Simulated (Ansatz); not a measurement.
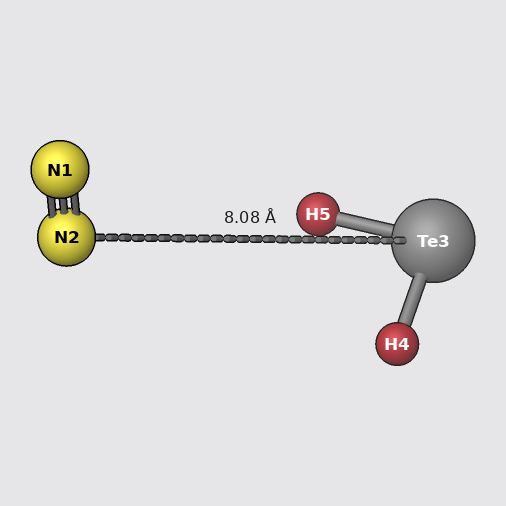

Two molecules or ions; the broken line marks their closest contact (measured against van der Waals radii). Geometry: a pair of rigid molecules at a changed separation. Program: Ansatz 0.2.0.

Question: Which two species are they?

Answer: N2 and H2Te (`N#N.[TeH2]`).

Give the counterpoise-corrected interaction energy (kcal/mol, monomers kept as in the pair) with RHF-CCSD(T) (frozen core)/def2-TZVPPD.

```tsv
level	interaction energy (kcal/mol)
RHF-CCSD(T) (frozen core)/def2-TZVPPD	0.0
```
